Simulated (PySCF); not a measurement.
C7H6O, SMILES `O=C1C=CC=CC=C1`.

PySCF calculation, ωB97X/6-31G*, gas phase; geometry: GFN2-xTB. No frequency check shows the geometry to be a minimum. A basis without diffuse functions makes polarisabilities too small.

Coordinates in Å:

```
O1       2.5450   -0.0001    0.0000
C2       1.3195    0.0000    0.0000
C3       0.6050    1.2744    0.0000
C4      -0.7156    1.5581    0.0000
C5      -1.8318    0.6784    0.0000
C6      -1.8319   -0.6783    0.0000
C7      -0.7157   -1.5581    0.0000
C8       0.6049   -1.2745    0.0000
H9       1.2941    2.1117    0.0000
H10     -0.9794    2.6100    0.0000
H11     -2.7978    1.1680    0.0000
H12     -2.7980   -1.1678    0.0000
H13     -0.9796   -2.6099    0.0000
H14      1.2939   -2.1118    0.0000
```

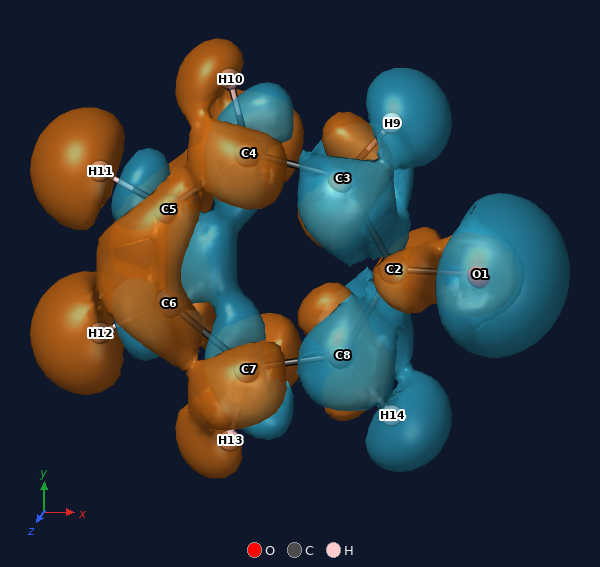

Change of the electron density in a uniform field of 0.21 V/Å, surfaces at ±0.0015 e/Å³ (light blue: gain, orange: loss).

Question: Along which Cartesian direction does the field point?

Answer: Along −x: electrons gather on the +x side, against the field.

Question: How large is the response?

Answer: The induced dipole is 1.06 D (along the field); α along this axis, from the fields in both directions, is 105 bohr³ (15.5 Å³).

Question: Which atoms gain and lose the most charge?

Answer: Electrons gather most on O1 (Hirshfeld charge changes by −0.023 e) and leave H11 and H12 alike most (+0.009 e); 0.084 electrons are displaced in all.

Cost of the run: 62 s on 1 thread of Arm Neoverse V1 (shared host), peak memory 0.7 GiB.
